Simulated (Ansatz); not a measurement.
# BSiH5O (charge +1): single-point calculation

The run: single-point calculation of BSiH5O, charge +1, multiplicity 2. Method and program: ROKS r2SCAN50-d3bjatm/6-31++G** (Ansatz 0.2.0).

The geometry comes from this level: PBE0-D4/def2-TZVP. Figures and captions count atoms from 1; the log counts them from 0 in places.

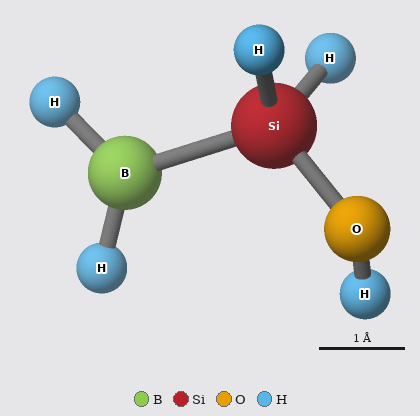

Fig. 1: The structure (ball-and-stick view, seen at a tilt). Bond lengths as drawn: B–H 1.20 Å, B–Si 2.00 Å, H–O 0.96 Å, H–Si 1.49 to 1.50 Å and O–Si 1.65 Å.

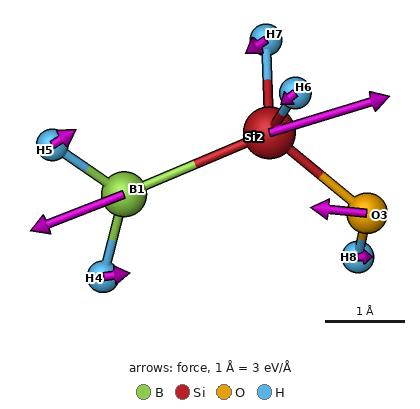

Fig. 2: Forces on the atoms as pink arrows (ball-and-stick view, seen at a tilt; atoms are numbered from 1 in the order of the input). The largest act on Si2 (4.88 eV/Å); B1 (3.89 eV/Å); O3 (2.21 eV/Å). The geometry is not a stationary point of this energy.

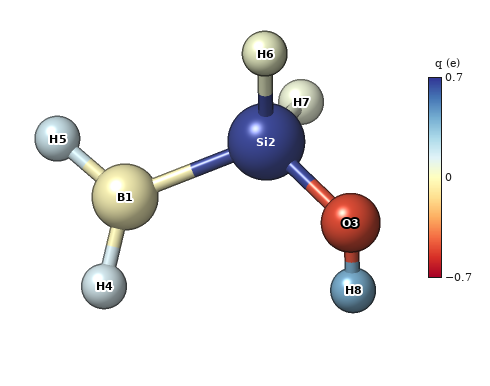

Fig. 3: Mulliken charges, as the colour of each atom (ball-and-stick view, seen at a tilt; atoms are numbered from 1 in the order of the input). By element: B −0.04, Si +0.67, O −0.50 and H +0.04 to +0.41 e.

The input and output of the run follow.

## Input file
```yaml
crystal:
  periodic: [false, false, false]
  atoms:
    - {symbol: B, position_ang: [-0.931926, 0.607171, -0.805092]}
    - {symbol: Si, position_ang: [0.619727, 0.066430, 0.343604]}
    - {symbol: O, position_ang: [0.419822, -1.306655, 1.245127]}
    - {symbol: H, position_ang: [-1.863189, -0.104347, -1.050525]}
    - {symbol: H, position_ang: [-0.922741, 1.686233, -1.324195]}
    - {symbol: H, position_ang: [0.965216, 1.126496, 1.326429]}
    - {symbol: H, position_ang: [1.776714, -0.067963, -0.600864]}
    - {symbol: H, position_ang: [0.028478, -2.064466, 0.809717]}
basis:
  gaussian: {orbitals: "6-31++G**"}
total_charge: 1
magnetization: {spin_polarized: false, initial_magnetization: 1}
hamiltonian: {xc: {name: r2SCAN50}, dispersion: d3bjatm}
output: {forces: true}
```

Run as:
```bash
ansatz run in.yaml --threads 2 --pin off --events-out ev --progress --plain --max-ram 4352MiB
```

## Log
```
Functional definition: r2SCAN50
  name "r2SCAN50"
  cite "Bursch, Neugebauer, Ehlert & Grimme, J. Chem. Phys. 156, 134105 (2022) doi:10.1063/5.0086040"
  cite "Furness, Kaplan, Ning, Perdew & Sun, J. Phys. Chem. Lett. 11, 8208 (2020) doi:10.1021/acs.jpclett.0c02405"
  cite "Furness, Kaplan, Ning, Perdew & Sun, J. Phys. Chem. Lett. 11, 9248 (2020) doi:10.1021/acs.jpclett.0c03077"
  parent r2scan
  parameter a = 0.5
  parameter k0 = 0.174
  parameter k1 = 0.065
  parameter a1 = 4.9479
  exchange = (1 - a)*r2scan_x(k0 = k0, k1 = k1, a1 = a1) + a*exact_x
  correlation = r2scan_c
806 factors; integrals over basis functions are off by at most 8.5e-4 eV
mean field evaluation 1: about -10659.3961 eV, gradient 6.9e1 eV
mean field evaluation 2: about -10659.4215 eV, gradient 6.9e1 eV
mean field evaluation 4: about -10666.9221 eV, gradient 2.0e1 eV
mean field evaluation 8: about -10668.2185 eV, gradient 1.4e0 eV
mean field evaluation 16: about -10668.2268 eV, gradient 1.1e-3 eV
mean field evaluation 32: about -10580.1003 eV, gradient 1.1e2 eV
mean field -10668.22681423 eV, -392.0501042390 hartree, gradient 3.1e-5 eV, S^2 0.750000; 4 other end points of the search recorded, 0 dependent functions left out
the calculation of the forces begins
reference -10668.22683036 eV, -392.0501048317 hartree; 16, 15 occupied and 75, 76 virtual orbitals, 806 factors
Total energy: -10668.26944505 eV, -392.0516708930 hartree
Atom 0 at    -0.931926     0.607171    -0.805092 Å, force    -2.889869     0.930781    -2.434630 eV/Å
Atom 1 at     0.619727     0.066430     0.343604 Å, force     3.322953    -1.214583     3.356096 eV/Å
Atom 2 at     0.419822    -1.306655     1.245127 Å, force    -0.897444     1.303281    -1.545357 eV/Å
Atom 3 at    -1.863189    -0.104347    -1.050525 Å, force     0.648841    -0.502636     0.688984 eV/Å
Atom 4 at    -0.922741     1.686233    -1.324195 Å, force     0.931172    -0.046950     0.646608 eV/Å
Atom 5 at     0.965216     1.126496     1.326429 Å, force    -0.651287     0.016469    -0.368015 eV/Å
Atom 6 at     1.776714    -0.067963    -0.600864 Å, force    -0.792528    -0.071483    -0.652259 eV/Å
Atom 7 at     0.028478    -2.064466     0.809717 Å, force     0.328162    -0.414879     0.308574 eV/Å
Dipole moment:    -0.392912     0.237306    -0.717475 e Å
```

## Key numbers

```tsv
quantity	value
outcome	converged
total energy	−10668.2694 eV
mean-field energy	−10668.2268 eV
dispersion energy	−0.0426 eV
⟨S²⟩	0.750
SCF solution under orbital rotations	stable
largest force (length of the vector)	4.877 eV/Å
hardware	2 threads of Arm Neoverse V2, 23 GiB of memory available, shared host
wall time	7 s (CPU time 13 s)
peak memory	0.34 GiB
```
